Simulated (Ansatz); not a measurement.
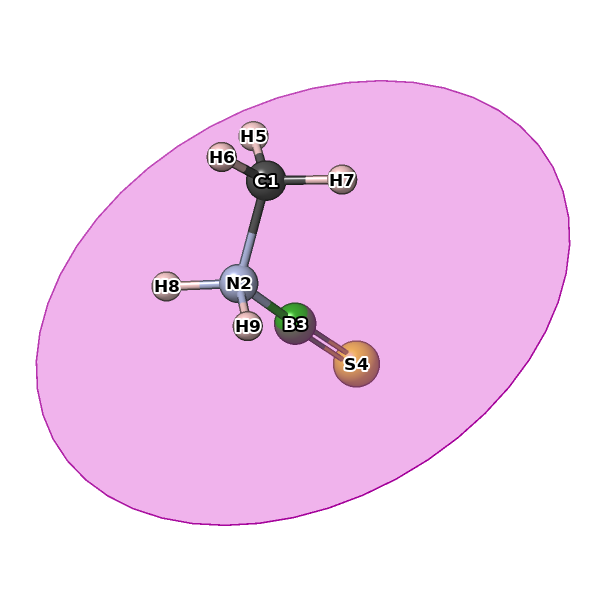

A disc through the centre of mass is drawn in. Atoms fade into the background with distance from the viewer. Charge +1, singlet. Computed geometry: PBE0-D4/def2-TZVP optimisation. No frequency run is at hand to confirm it as a minimum.

Is the plane of the disc a mirror plane of the structure?

Answer. No. The point group is Cs, with 1 mirror plane, and this plane isn't one of its mirror planes.
